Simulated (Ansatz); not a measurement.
**SiAsNH6 (SMILES N[AsH][SiH3]) at r2SCAN/def2-SVP**

What is the electronic atomisation energy of SiAsNH6 at r2SCAN/def2-SVP? 

Program for the calculation: Ansatz 0.2.0.

72 further runs of the same task are left out: 72 set aside as unsound or not needed.

## Step 1: Starting point

SiAsNH6: 9 atoms, total charge 0, spin state singlet. As SMILES, `N[AsH][SiH3]`. The shape is that of a PBE0-D4/def2-TZVP optimisation. This is one conformer, not always the lowest.

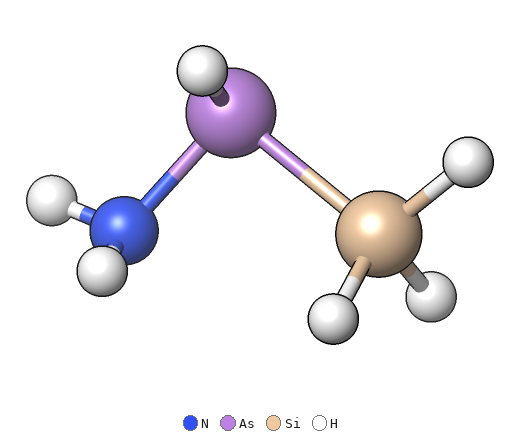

Viewed from a chosen angle; nitrogen blue, arsenic purple, silicon light orange, hydrogen white.

## Step 2: A single-point energy at r2SCAN/def2-SVP

File input.yaml:

```yaml
crystal:
  periodic: [false, false, false]
  atoms:
    - symbol: "N"
      position_ang: [-1.101100, 0.719000, -1.145600]
    - symbol: As
      position_ang: [0.735100, 0.438100, -0.988900]
    - symbol: Si
      position_ang: [0.557300, -1.064700, 0.828600]
    - symbol: H
      position_ang: [-1.303700, 1.291400, -1.954300]
    - symbol: H
      position_ang: [-1.525300, 1.144300, -0.332300]
    - symbol: H
      position_ang: [1.144100, 1.592600, -0.059800]
    - symbol: H
      position_ang: [1.889500, -1.194000, 1.477900]
    - symbol: H
      position_ang: [0.123900, -2.393300, 0.326700]
    - symbol: H
      position_ang: [-0.431200, -0.579700, 1.830600]
basis:
  gaussian:
    orbitals: def2-SVP
total_charge: 0
hamiltonian:
  xc: {name: r2SCAN}
accuracy: high
output: {orbitals: {seedname: orbitals}}
```

On the command line:

```bash
$ ansatz run input.yaml --threads 1 --pin off --max-ram 3480MiB --events-out events.jsonl --progress --plain --runs-dir runs
```

The log of the run:

```text
Warning: RAYON_NUM_THREADS=1 ignored (pool sized by the plan → 1); use --threads N
Functional definition: r2SCAN
  name "r2SCAN"
  parameter k0 = 0.174
  parameter k1 = 0.065
  parameter a1 = 4.9479
  exchange = r2scan_x(k0 = k0, k1 = k1, a1 = a1)
  correlation = r2scan_c
2062 factors; integrals over basis functions are off by at most 4.7e-9 eV
mean field evaluation 1: about -70287.8253 eV, gradient 5.3e1 eV
mean field evaluation 2: about -70259.1164 eV, gradient 1.1e2 eV
mean field evaluation 4: about -70293.4977 eV, gradient 4.8e0 eV
mean field evaluation 8: about -70293.5884 eV, gradient 7.3e-2 eV
mean field evaluation 16: about -70293.5884 eV, gradient 8.3e-6 eV
mean field -70293.58841671 eV, -2583.2417276084 hartree, gradient 7.8e-8 eV, S^2 0.000000; 0 other end points of the search recorded, 0 dependent functions left out
reference -70293.58841746 eV, -2583.2417276362 hartree; 30, 30 occupied and 64, 64 virtual orbitals, 2062 factors
Total energy: -70293.58841746 eV, -2583.2417276362 hartree
```

It took 4.5 s on 1 thread of AMD EPYC 9R45 (Zen 5), shared host; peak memory 0.32 GiB.

## Step 3: The As atom, same level

File in.yaml:

```yaml
crystal:
  periodic: [false, false, false]
  atoms:
    - symbol: As
      position_ang: [0.000000, 0.000000, 0.000000]
basis:
  gaussian: {orbitals: def2-SVP}
magnetization: {spin_polarized: true, initial_magnetization: 3}
hamiltonian: {xc: r2scan}
accuracy: high
```

On the command line:

```bash
$ ansatz run in.yaml --threads 1 --pin off --max-ram 3480MiB --events-out events.jsonl --progress --plain --runs-dir runs
```

The log of the run, cut to the lines that bear on the results:

```text
Warning: RAYON_NUM_THREADS=1 ignored (pool sized by the plan → 1); use --threads N
[... 7 set-up lines as earlier in the session ...]
304 factors; integrals over basis functions are off by at most 4.6e-9 eV
mean field evaluation 1: about -60831.8347 eV, gradient 3.9e0 eV
mean field evaluation 2: about -60831.8783 eV, gradient 2.2e0 eV
mean field evaluation 4: about -60831.8866 eV, gradient 9.3e-2 eV
mean field evaluation 8: about -60831.8865 eV, gradient 4.7e-5 eV
mean field -60831.88652433 eV, -2235.5305964354 hartree, gradient 2.3e-8 eV, S^2 3.750579; 0 other end points of the search recorded, 0 dependent functions left out
reference -60831.88652581 eV, -2235.5305964898 hartree; 18, 15 occupied and 14, 17 virtual orbitals, 304 factors
Total energy: -60831.88652581 eV, -2235.5305964898 hartree
```

Run time: 0.76 s. Hardware: 1 thread of AMD EPYC 9R45 (Zen 5), shared host; peak memory 0.16 GiB.

## Step 4: The H atom

File in.yaml:

```yaml
crystal:
  periodic: [false, false, false]
  atoms:
    - {symbol: H, position_ang: [0.000000, 0.000000, 0.000000]}
basis:
  gaussian:
    orbitals: def2-SVP
magnetization:
  spin_polarized: true
  initial_magnetization: 1
hamiltonian:
  xc: r2scan
accuracy: high
```

Run the same way, it converges to -0.49921 Eh (log not shown).

## Step 5: The N atom at the same level

File job.yaml:

```yaml
crystal:
  periodic: [false, false, false]
  atoms:
    - {symbol: N, position_ang: [0.000000, 0.000000, 0.000000]}
basis:
  gaussian:
    orbitals: def2-SVP
magnetization:
  spin_polarized: true
  initial_magnetization: 3
hamiltonian:
  xc: r2scan
accuracy: high
```

On the command line:

```bash
$ ansatz run job.yaml --threads 1 --pin off --max-ram 3480MiB --events-out events.jsonl --progress --plain --runs-dir runs
```

The log of the run, cut to the lines that bear on the results:

```text
Warning: RAYON_NUM_THREADS=1 ignored (pool sized by the plan → 1); use --threads N
[... 7 set-up lines as earlier in the session ...]
95 factors; integrals over basis functions are off by at most 1.2e-9 eV
mean field evaluation 1: about -1483.3195 eV, gradient 4.9e0 eV
mean field evaluation 2: about -1483.3988 eV, gradient 2.9e0 eV
mean field evaluation 4: about -1483.4436 eV, gradient 5.1e-2 eV
mean field evaluation 8: about -1483.4397 eV, gradient 8.6e-4 eV
mean field -1483.43972933 eV, -54.5154045414 hartree, gradient 1.5e-8 eV, S^2 3.754619; 0 other end points of the search recorded, 0 dependent functions left out
reference -1483.43972970 eV, -54.5154045551 hartree; 5, 2 occupied and 9, 12 virtual orbitals, 95 factors
Total energy: -1483.43972970 eV, -54.5154045551 hartree
```

Run time: 0.34 s. Hardware: 1 thread of AMD EPYC 9R45 (Zen 5), shared host.

## Step 6: The Si atom

File run.yaml:

```yaml
basis:
  gaussian: {orbitals: def2-SVP}
crystal:
  periodic: [false, false, false]
  atoms:
    - {symbol: Si, position_ang: [0.000000, 0.000000, 0.000000]}
magnetization: {spin_polarized: true, initial_magnetization: 2}
accuracy: high
total_charge: 0
hamiltonian: {xc: r2scan}
```

Run the same way, it converges to -289.24480 Eh (log not shown).

## Step 7: What came out

At r2SCAN/def2-SVP:

| quantity | value |
| --- | --- |
| molecule: total energy | -2583.24173 Eh |
| molecule: HOMO energy | -6.05 eV |
| molecule: LUMO energy | -0.62 eV |
| molecule: HOMO–LUMO gap | 5.43 eV |
| As atom: total energy | -2235.53060 Eh |
| As atom: ⟨S²⟩ | 3.751 |
| H atom: total energy | -0.49921 Eh |
| H atom: ⟨S²⟩ | 0.750 |
| N atom: total energy | -54.51540 Eh |
| N atom: ⟨S²⟩ | 3.755 |
| Si atom: total energy | -289.24480 Eh |
| Si atom: ⟨S²⟩ | 2.006 |
| electronic atomisation energy | 26.005 eV |

What this shows: Taking the molecule apart into free atoms costs 26.01 eV (2509 kJ/mol), before zero-point energy and without spin-orbit coupling.
